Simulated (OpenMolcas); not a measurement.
**W⁵⁺ among point charges: CASSCF and CASPT2 levels and susceptibility**

Aim: the splitting of the states of W⁵⁺ in the field of 4 point charges, its lowest levels with spin-orbit coupling and its magnetic susceptibility.

The numbers are computed with OpenMolcas 26.06 (state-averaged CASSCF and CASPT2, spin-orbit coupling by RASSI with atomic mean-field integrals), except any that are marked as measured or tabulated.

### 1 Starting point

| Property | Result |
| --- | --- |
| Species | W⁵⁺ (tungsten, Z = 74, 69 electrons) |
| Basis | ANO-RCC-VDZP [7s6p4d2f1g], 68 functions |
| Scalar Hamiltonian | DKH2, point nucleus |
| Inactive shells | 1s 2s 2p 3s 3p 3d 4s 4p 4d 4f 5s 5p |
| Active space | 1 electron in 5 orbitals (5d) |
| Some configurations of this space | 5d |
| Orbitals | optimised for each spin and parity, averaged over all roots |

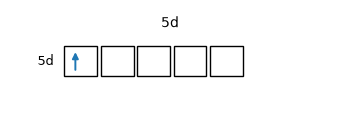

The shells outside the core, filled by Hund's rule for the drawing.

The ion sits among 4 point charges of -1.62 e arranged as a square (D4h), 2.06 Å from the ion.

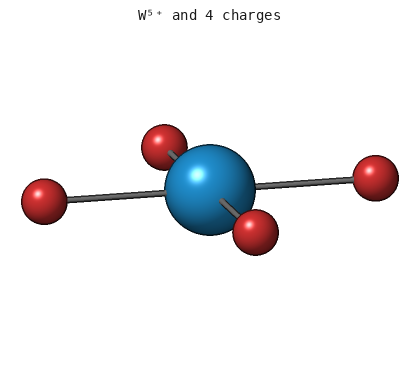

The ion and the point charges (red).

The work runs as a chain of OpenMolcas steps in one folder; each step below is one input file. Labels, J, g values, rates, χT and fits are worked out afterwards by a script from the matrices that RASSI stores. The input lists half of the charges; inversion (Group=XYZ) makes the rest.

### 2 One- and two-electron integrals

a.inp reads:

```
&GATEWAY
Coord
1

W 0.0 0.0 0.0
Basis=ANO-RCC-VDZP
Group=XYZ
NoMove
AngMom=0.0 0.0 0.0
AMFI
XField
2 Angstrom 0
2.060000 0.000000 0.000000 -1.620000
0.000000 2.060000 0.000000 -1.620000
&SEWARD
```

The run is started by

```bash
$ OMP_NUM_THREADS=1 MOLCAS_MEM=1689 MOLCAS_PROJECT=a pymolcas a.inp > a.log
```

What it wrote:

```text
Basis set label: W.ANO-RCC...7S6P4D2F1G.

      Electronic valence basis set:
      ------------------
      Associated Effective Charge  74.000000 au
      Associated Actual Charge     74.000000 au
      Nuclear Model: Point charge

      Shell  nPrim  nBasis  Cartesian Spherical Contaminant
         s      24       7        X
         p      21       6        X
         d      15       4                 X
         f      11       2                 X
         g       4       1                 X
                  Relativistic Douglas-Kroll-Hess integrals:
                    - DKH order of Hamiltonian: 2
                    - DKH order of Properties : 0
                  Atomic mean-field integrals
```

### 3 CASSCF: doublets of even parity, 5 roots

a.inp reads:

```
&RASSCF
FileOrb=start.orb
Symmetry=1
Spin=2
nActEl=1 0 0
Inactive=15 19
Ras2=5 0
CIRoot=5 5 1
SDav=5
CIMx=300
Iter=120 100
PrWF=0.3
OrbListing=Nothing
MaxOrb=0
>>> COPY $Project.JobIph JOB001
```

start.orb holds the contracted functions of the basis, ordered by shell, or the orbitals of the step before.

What it wrote, shortened:

```text
[...]
      Number of active orbitals                  5
[...]
      Spin quantum number                      0.5
[...]
      Active orbitals                            5   0
[...]
      Number of CSFs                             5
      Number of root(s) required                 5
[...]
      Convergence after  8 iterations
[...]
      Natural orbitals and occupation numbers for root  1
      sym 1:   0.000000  -0.000000   1.000000   0.000000   0.000000
      Natural orbitals and occupation numbers for root  2
      sym 1:  -0.000000   0.000000   0.000000   1.000000   0.000000
      Natural orbitals and occupation numbers for root  3
      sym 1:   0.000000   1.000000   0.000000   0.000000   0.000000
::    RASSCF root number  1 Total energy: -16130.84118229
::    RASSCF root number  2 Total energy: -16130.82124788
::    RASSCF root number  3 Total energy: -16130.82124788
::    RASSCF root number  4 Total energy: -16130.76642735
::    RASSCF root number  5 Total energy: -16130.72663991
```

### 4 RASSI: spin-orbit coupling between the states

a.inp reads:

```
&RASSI
NrOfJobIphs=1 5
1 2 3 4 5
IphNames
JOB001
EJob
SpinOrbit
DIPRint=1.0
SOCoupling=1000.0
Subsets=2
Property=9
'ANGMOM' 1 'ANGMOM' 2 'ANGMOM' 3 'MLTPL  1' 1 'MLTPL  1' 2 'MLTPL  1' 3
'AMFI' 1 'AMFI' 2 'AMFI' 3
SOProperty=3
'ANGMOM' 1 'ANGMOM' 2 'ANGMOM' 3
```

What it wrote, shortened:

```text
SPIN-FREE ENERGIES:
  (Shifted by EMIN (a.u.) =     -16130.8411822861)
 SF State       Relative EMIN(au)   Rel lowest level(eV)    D:o, cm**(-1)      L_eff
     1             0.0000000000        0.0000000000              0.0000         2.0
     2             0.0199344030        0.5424427397           4375.0958         2.0
     3             0.0199344030        0.5424427397           4375.0958         2.0
     4             0.0747549378        2.0341854853          16406.8124         2.0
     5             0.1145423792        3.1168569219          25139.1464         2.0
     Dipole printing threshold changed to   1.00000000E+00
Eigenvalues of complex Hamiltonian:
   -----------------------------------
  (Shifted by EMIN (a.u.) =     -16130.8411822861)
 SO State       Relative EMIN(au)   Rel lowest level(eV)    D:o, cm**(-1)     J-value
     1            -0.0160716654        0.0000000000              0.0000         1.5
     2            -0.0160716654        0.0000000000              0.0000         1.5
     3             0.0219660320        1.0350584754           8348.3096         1.5
     4             0.0219660320        1.0350584754           8348.3096         1.5
     5             0.0271796344        1.1769278246           9492.5631         2.4
     6             0.0271796344        1.1769278246           9492.5631         2.4
     7             0.0732298937        2.4300192166          19599.4268         1.6
     8             0.0732298937        2.4300192166          19599.4268         1.6
     9             0.1228622282        3.7805838422          30492.4651         1.2
    10             0.1228622282        3.7805838422          30492.4651         1.2
Weights of the five most important spin-orbit-free states for each spin-orbit state.
[...]
```

Time for these steps: 1.8 s (1 thread, shared host).

Spin-free states, with their symmetry labels:

```csv
state,degeneracy,E (cm-1),free-ion L (%)
2A1,1,0,D (100)
2E,2,4375,D (100)
2B2,1,16407,D (100)
2B1,1,25139,D (100)
```

With spin-orbit coupling:

```json
{"E (cm-1)": "0.0", "Degeneracy": "2", "Label": "E1/2", "2S+1": "2", "g": "1.06 1.06 1.26"}
{"E (cm-1)": "8348", "Degeneracy": "2", "Label": "E3/2", "2S+1": "2", "g": "0.17 0.17 3.71"}
{"E (cm-1)": "9493", "Degeneracy": "2", "Label": "E1/2", "2S+1": "2", "g": "0.74 3.06 3.06"}
{"E (cm-1)": "19599", "Degeneracy": "2", "Label": "E3/2", "2S+1": "2", "g": "0.85 1.98 1.98"}
{"E (cm-1)": "30492", "Degeneracy": "2", "Label": "E3/2", "2S+1": "2", "g": "1.81 1.81 4.56"}
```

Principal g values are given for doublets only; a zero marks a field direction without first-order Zeeman splitting.

Powder χT (cm³ K/mol): 0.12 at 2 K, 0.12 at 5 K, 0.12 at 10 K, 0.12 at 20 K, 0.12 at 50 K, 0.12 at 100 K, 0.13 at 150 K, 0.13 at 200 K, 0.13 at 250 K, 0.13 at 300 K.

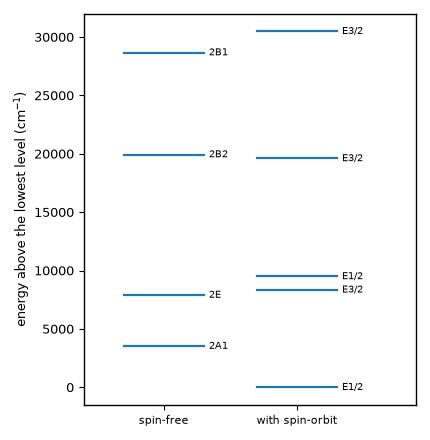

The states in the field without (left) and with (right) spin-orbit coupling.

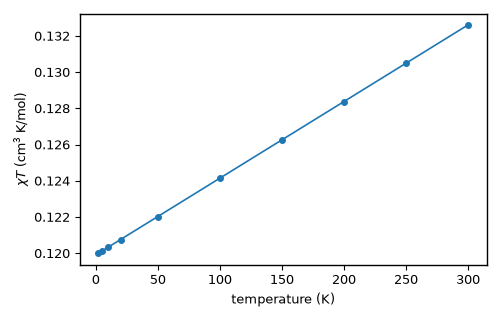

χT against temperature.

### 5 CASPT2: IPEA 0.25, imaginary shift 0.1 (closed shells correlated: 4f 5s 5p)

a.inp reads:

```
>>> COPY JOB001 $Project.JobIph
&CASPT2
Multistate=5 1 2 3 4 5
NoMult
Frozen=14 9
IPEA=0.25
Imaginary=0.1
MaxIter=60
WThr=0.0 0.3 0.05
PrWF=0.5
NoMix
```

What it wrote:

```text
Orbital specifications:
      -----------------------

      Symmetry species                           1   2
                                                ag  au
      Frozen orbitals                           14   9
      Inactive orbitals                          1  10
      Active orbitals                            5   0
      Secondary orbitals                        16  13
      Deleted orbitals                           0   0
      Number of basis functions                 36  32
Type of calculation                        SS-CASPT2
      Fock operator                              state-specific
      IPEA shift                                 0.25
      Real shift                                 0.00
      Imaginary shift                            0.10
      The input orbitals will be transformed to quasi-canonical
Reference energy:      -16130.8411822861
      E2 (Non-variational):      -0.7250972778
      Shift correction:          -0.0000972836
      E2 (Variational):          -0.7251945613
      Total energy:          -16131.5663768474
      Residual norm:              0.0000001068
      Reference weight:           0.93142
      Contributions to the CASPT2 correlation energy
      Active & Virtual Only:          0.0000000000
      One Inactive Excited:          -0.0423748592
      Two Inactive Excited:          -0.6827224186
Reference energy:      -16130.8212478831
      E2 (Non-variational):      -0.7249171084
      Shift correction:          -0.0000969739
      E2 (Variational):          -0.7250140823
      Total energy:          -16131.5462619654
      Residual norm:              0.0000001402
      Reference weight:           0.93148
      Contributions to the CASPT2 correlation energy
      Active & Virtual Only:          0.0000000000
      One Inactive Excited:          -0.0431544911
      Two Inactive Excited:          -0.6817626174
::    CASPT2 Root  1     Total energy: -16131.56637685
::    CASPT2 Root  2     Total energy: -16131.54626197
::    CASPT2 Root  3     Total energy: -16131.54626510
::    CASPT2 Root  4     Total energy: -16131.49170163
::    CASPT2 Root  5     Total energy: -16131.45216916
```

This run took 0.92 s in all on 1 thread, shared host.

SS-CASPT2: lowest energy less the reference's lowest, -0.7252 hartree; reference weights 0.931.

States without spin-orbit coupling:

```csv
state,degeneracy,E (cm-1),free-ion L (%)
2A1,1,0,D (100)
2E,2,4414,D (100)
2B2,1,16389,D (100)
2B1,1,25066,D (100)
```

With spin-orbit coupling:

```tsv
E (cm-1)	Degeneracy	Label	2S+1	g
0	2	E1/2	2	1.06 1.06 1.26
8360	2	E3/2	2	0.17 0.17 3.71
9500	2	E1/2	2	0.74 3.06 3.06
19570	2	E3/2	2	0.86 1.97 1.97
30410	2	E3/2	2	1.80 1.80 4.57
```

Powder χT (cm³ K/mol): 0.12 at 2 K, 0.12 at 5 K, 0.12 at 10 K, 0.12 at 20 K, 0.12 at 50 K, 0.12 at 100 K, 0.13 at 150 K, 0.13 at 200 K, 0.13 at 250 K, 0.13 at 300 K.

### 6 The methods side by side

A. CASSCF
B. SS-CASPT2, IPEA 0.25, imaginary shift 0.1 (closed shells correlated: 4f 5s 5p)

```csv
method,ground state,first state of that spin (cm-1),first gap with spin-orbit (cm-1),χT at 300 K
A,2A1,2E 4375,8348.3,0.13
B,2A1,2E 4414,8363.7,0.13
```

### 7 Summary of results

| quantity | value |
| --- | --- |
| method | SS-CASPT2, IPEA 0.25, imaginary shift 0.1 (closed shells correlated: 4f 5s 5p) |
| spin-free ground state | 2A1, 1-fold in its orbital part |
| first state of the same spin within the active space | 2E at 4410 cm⁻¹ |
| lowest level | 2-fold E1/2, g = 1.06, 1.06, 1.26 |
| next level | 8363.7 cm⁻¹ |
| χT at 300 K | 0.13 cm³ K/mol |
| effective moment at 300 K | 1.03 μB |

Cost by method:

```csv
method,time of its own steps,time with the reference
A. CASSCF,1.8 s,1.8 s
"B. SS-CASPT2, IPEA 0.25, imaginary shift 0.1, +4f 5s 5p",0.92 s,2.7 s
```

Times are of one thread on a shared host.

What this shows: The spin-free ground state (2A1) comes to 100 % from free-ion D terms and keeps the highest spin of the shell. χT at 300 K is 0.13, against 0.38 cm³ K/mol for the spin alone, so orbital moment lowers it. The field of point charges can differ much from that of real complexes. This is an electrostatic model: the charges have no orbitals.
